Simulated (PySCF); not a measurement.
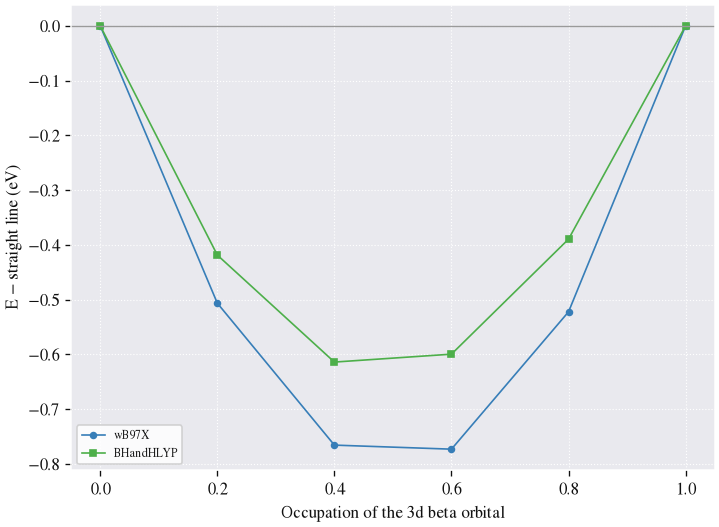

One 3d beta orbital of Zn²⁺ ([Ar] 3d¹⁰) is emptied in steps. The plot gives the energy less the straight line between the integer ends. PySCF, aug-cc-pVTZ-PP with a 10-electron core potential, unrestricted single determinants, no spin-orbit coupling.

> What do the curves say about each method?

wB97X: convex (delocalisation error), largest departure −0.77 eV, removal energy 39.45 eV; BHandHLYP: convex (delocalisation error), largest departure −0.61 eV, removal energy 39.07 eV. The measured removal energy is 39.72 eV. The exact energy is a straight line between whole electron numbers.
